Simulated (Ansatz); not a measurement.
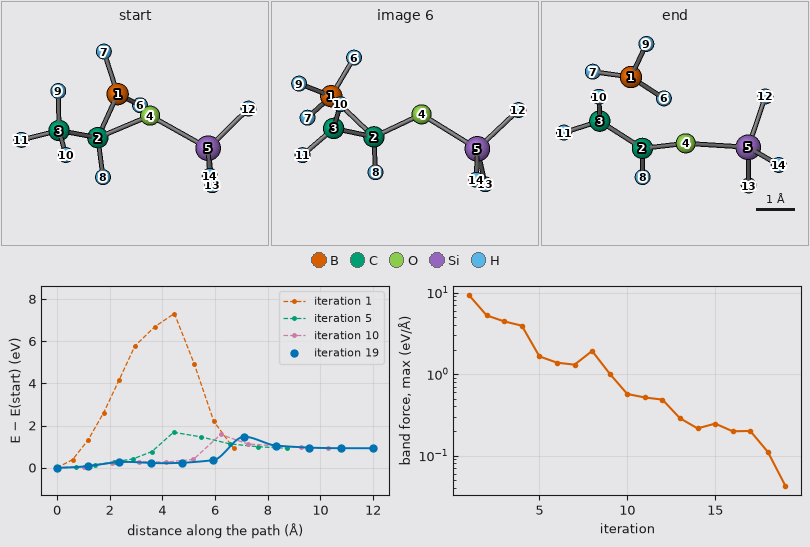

NEB run on C2H9BOSi. Images are numbered from 0 (start) to 10 (end). The plot follows the band through its iterations. A ball-and-stick model, seen from a free direction.

The calculation used Ansatz, RKS B3LYP-D4/6-31G. Settings: 9 movable images; climbing image; force threshold 0.05 eV/Å; iteration limit 26; starting path through a guess of the saddle point.

**How did the profile develop, and is the result final?**

The run is converged, with reservations. The band converged in 19 iterations. The largest component of the band force went from 9.3 to 0.042 eV/Å. The climbing image converged on the top of the path. Its vibrational analysis gives 2 imaginary modes over 30i cm⁻¹, so it isn't confirmed as a transition state. The first iteration put the highest image at 7.31 eV. The highest point, image 6, lies 1.47 eV above the start and 0.54 eV above the end; the end is at +0.92 eV relative to the start.
